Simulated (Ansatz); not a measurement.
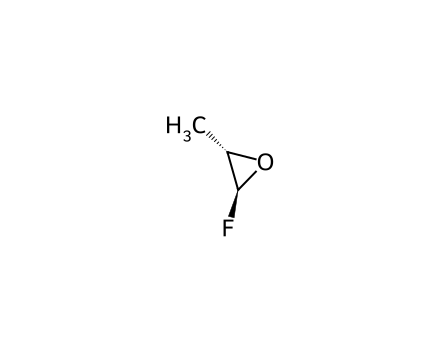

2D structure.

Write the SMILES.

Answer. C[C@@H]1O[C@H]1F

What is the molecular formula?

Answer. C3H5FO.

An optimisation with PBE0-D4/def2-TZVP gave a structure of which point group?

Answer. C1.

More results for the same structure follow; atom numbers are the same in all pictures, views and colours differ. Computed geometry: PBE0-D4/def2-TZVP optimisation.

**Geometry**

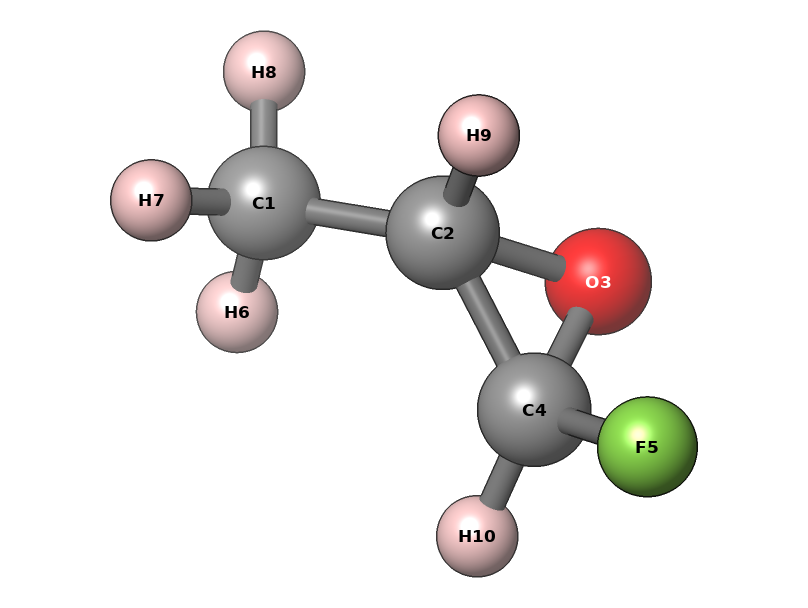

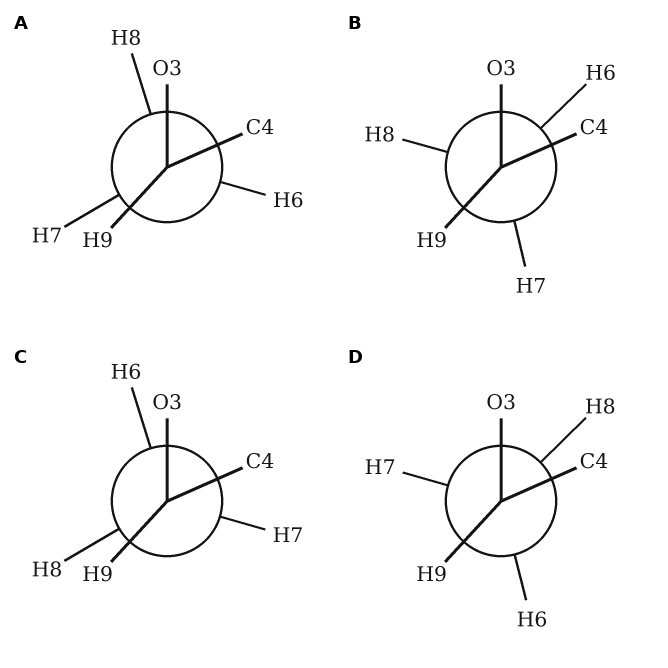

Distant atoms are faded towards the background colour. Bonds that would overlap in a projection are set slightly apart.

Which Newman projection shows the view along C2–C1, with C2 in front?

Answer. B. The torsion angle O3–C2–C1–H6 is 46°, synclinal (gauche).

**Dipole moment**

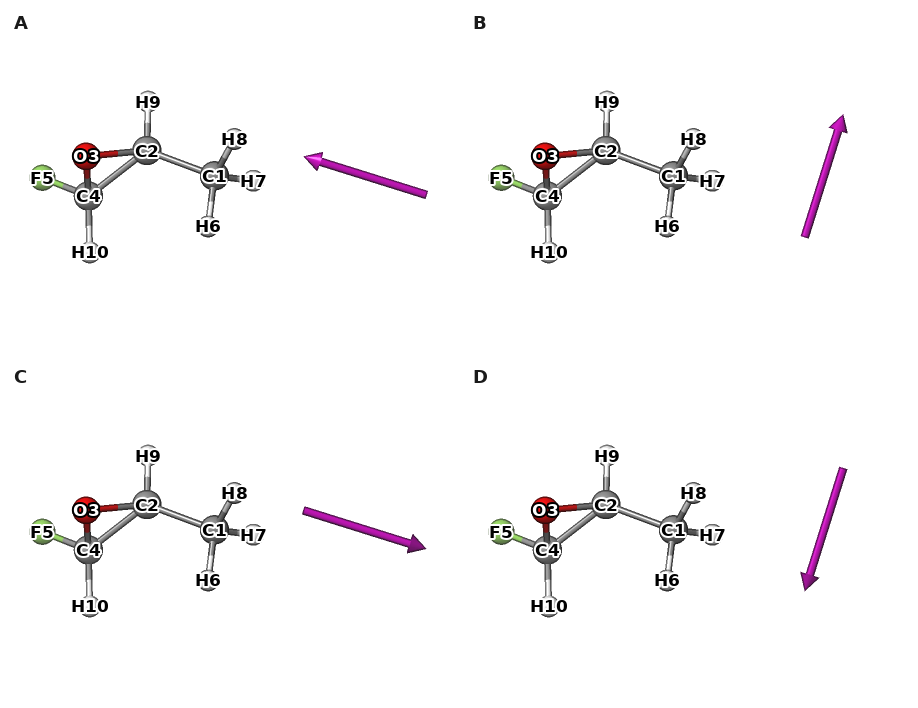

The same molecule four times, each with an arrow. Level of theory: RKS PBE-D4/def2-TZVPP (Ansatz 0.2.0).

Which arrow points along the dipole moment, from the negative to the positive end?

Answer. C. The dipole moment is 2.37 D; it points from the side of F5 to the side of H7 (the outermost atoms at the two ends).

**Thermal motion**

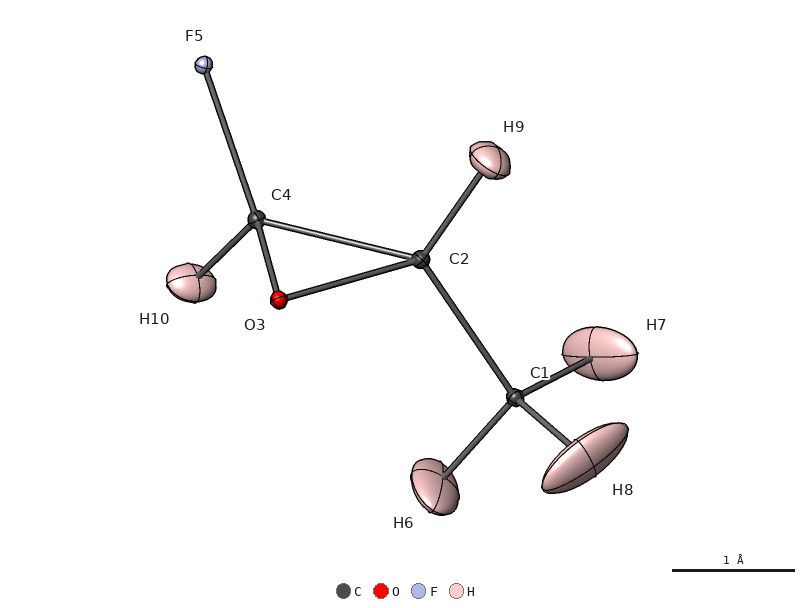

Displacement ellipsoids at the 50 % level, from the internal vibrations of the free molecule (harmonic, no overall translation or rotation; no half-axis is drawn under 0.075 Å). Vibrations computed with RKS PBE0-D4/def2-TZVP (Ansatz 0.2.0). Temperature: 298 K.

Give the displacement parameters, one line for each set of equivalent atoms.

| atom | U_eq (Å²) | rms amplitudes (Å) |
| --- | --- | --- |
| C1 | 0.0016 | 0.031, 0.040, 0.048 |
| C2 | 0.0020 | 0.034, 0.044, 0.054 |
| O3 | 0.0013 | 0.029, 0.036, 0.043 |
| C4 | 0.0016 | 0.034, 0.038, 0.047 |
| F5 | 0.0013 | 0.028, 0.034, 0.043 |
| H6 | 0.0334 | 0.076, 0.148, 0.269 |
| H7 | 0.0339 | 0.080, 0.146, 0.272 |
| H8 | 0.0365 | 0.083, 0.147, 0.285 |
| H9 | 0.0138 | 0.082, 0.118, 0.144 |
| H10 | 0.0136 | 0.079, 0.116, 0.145 |

**Charges**

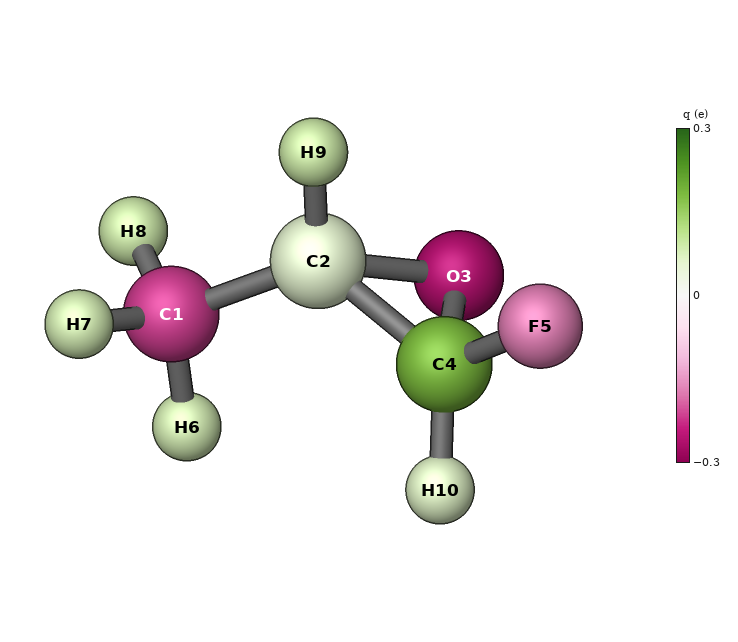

Atoms are coloured by their Mulliken charges. Level of theory: RKS PBE-D4/def2-TZVPP (Ansatz 0.2.0).

List the Mulliken charges.

| atom | value (e) |
| --- | --- |
| C1 | −0.22 |
| C2 | 0.06 |
| O3 | −0.26 |
| C4 | 0.18 |
| F5 | −0.17 |
| H6 | 0.08 |
| H7 | 0.08 |
| H8 | 0.09 |
| H9 | 0.09 |
| H10 | 0.07 |

Mulliken values depend strongly on the basis set and can even reverse the polarity of a bond.
